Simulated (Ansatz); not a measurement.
H4NOPS (SMILES NP(O)S)

```yaml
atoms:
  - { symbol: N, position_ang: [-0.2170, 1.3702, 0.3348] }
  - { symbol: P, position_ang: [-0.1497, -0.2773, 0.6165] }
  - { symbol: O, position_ang: [1.2613, -0.7842, -0.0829] }
  - { symbol: S, position_ang: [-1.4874, -0.7312, -0.9720] }
  - { symbol: H, position_ang: [-0.0244, 1.7339, -0.5883] }
  - { symbol: H, position_ang: [0.1214, 1.9637, 1.0751] }
  - { symbol: H, position_ang: [1.7680, -1.2942, 0.5563] }
  - { symbol: H, position_ang: [-1.1801, -2.0380, -0.9952] }
```

Geometry: PBE0-D4/def2-TZVP.

All numbers below come from Ansatz, RKS PBE0-D4/def2-TZVPP.

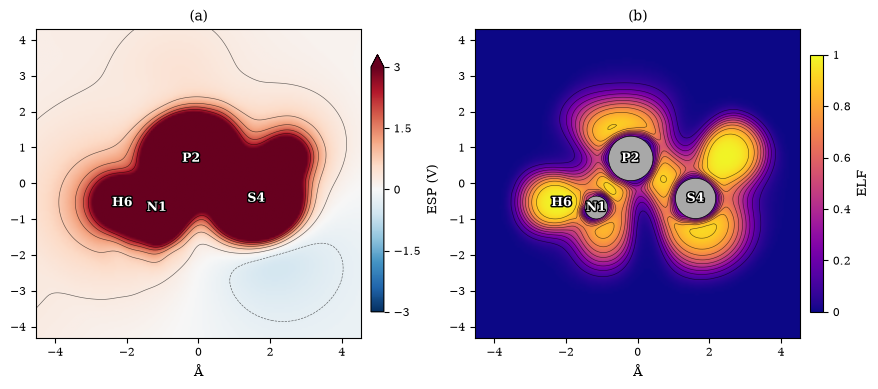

Figure 1. (a) electrostatic potential; (b) ELF on the plane of atoms N1, P2 and S4. Grey discs cover the atomic cores in the ELF map.

Q: What does the map show?

A: The section cuts through N, P, S and H sites. P–N (1.67 Å): the ELF peaks at about 0.90 between the atoms (a polar covalent bond). P–S (2.13 Å): the ELF peaks at about 0.90 between the atoms: localised, covalent bonding. N–H (1.01 Å): the ELF climbs to about 1 towards the hydrogen, as it does in any bond to H (a covalent bond by its length). The ELF also peaks beside S4 and P2, away from the bonds: lone-pair regions. Outside the dense part of the molecule the potential is most negative (−0.5 V) near S4.

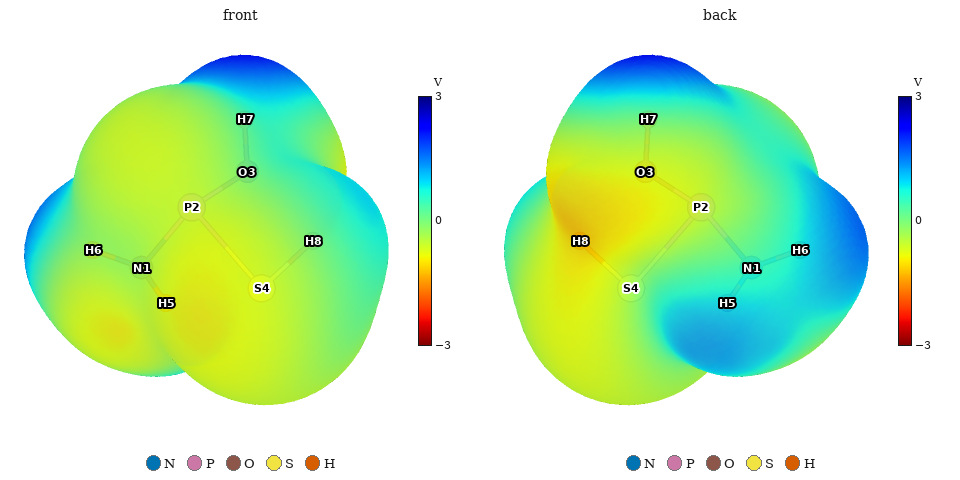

Figure 2. The molecular electrostatic potential painted on the density surface at 0.001 e/bohr³, seen from the front and from behind; the colour scale runs from red (negative) to blue (positive).

Q: Describe the electrostatic potential map.

A: The most negative region (about −1.2 V) lies over O3, the most positive (about +2.1 V) over H7. O3 is the likeliest acceptor of a hydrogen bond.

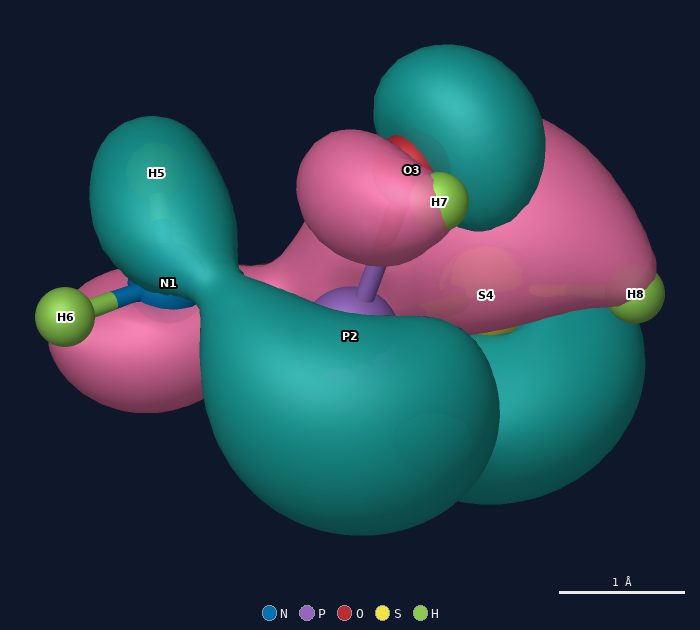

Figure 3. The HOMO−1 at ±0.1 Å⁻³ᐟ² (teal and pink are the two phases), seen from one side.

Q: Where does this orbital lie, and at what energy?

A: Its weight (Hirshfeld) is mainly on S4 (about 45 %), P2 (about 25 %), O3 (about 15 %) and N1 (about 10 %). Its energy is −7.68 eV.

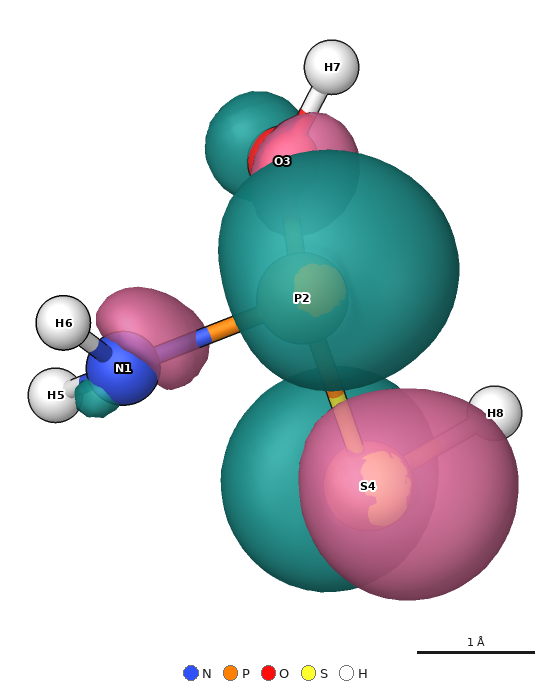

Figure 4. The HOMO at ±0.15 Å⁻³ᐟ² (teal and pink are the two phases), seen at a tilt.

Q: Describe this orbital and give its energy.

A: It lies mainly on S4 (about 45 %), P2 (about 35 %) and O3 (about 10 %). Its energy is −6.65 eV.
